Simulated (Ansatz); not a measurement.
```xyz
9

C     1.1643   -2.6632   -0.0820
C     0.8008   -1.5439   -0.3356
Sn    0.1776    0.3582   -0.7498
F    -0.8669    0.3229   -2.3332
F     1.6892    1.3984   -1.2319
C    -0.8650    1.3548    0.6985
C    -1.4777    1.9334    1.5582
H     1.4873   -3.6553    0.1403
H    -2.0210    2.4483    2.3183
```

Geometry: PBE0-D4/def2-TZVP; core potentials replace the inner electrons of Sn.

Theory: Ansatz 0.2.0, RKS PBE0-D4/def2-TZVPP.

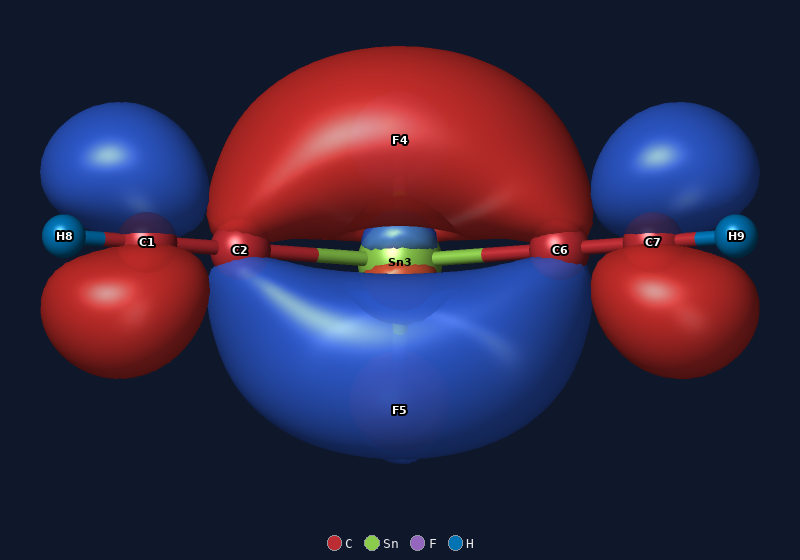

C$_{4}$H$_{2}$F$_{2}$Sn (SMILES C#[C][Sn]([F])([F])[C]#C). The LUMO at ±0.08 Å⁻³ᐟ² (red and blue are the two phases), seen from one side.

**What is the character of this orbital?**

By Hirshfeld shares it lies mainly on Sn3 (about 35 %), C1 (about 15 %), C7 (about 15 %), C2 (about 10 %) and C6 (about 10 %). Its energy is −1.46 eV.
